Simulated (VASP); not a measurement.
Band structure of SrO (rock salt). Calculation: PBE GGA with spin-orbit coupling, VASP's PBE PAW potentials (set 64) (plane waves; VASP 6.6.1).

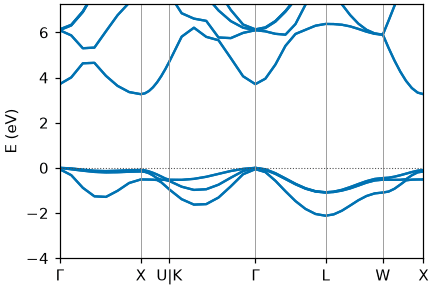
Fig. 1. Bands along high-symmetry lines, zero at the valence-band maximum or, without a gap, the Fermi level

Q: Read the plot: is there a gap, and where are the band edges?

A: The gap is indirect, 3.26 eV, from the valence maximum at Γ to the conduction minimum at X.

The compound is SrO in the rock salt structure. It was relaxed first.
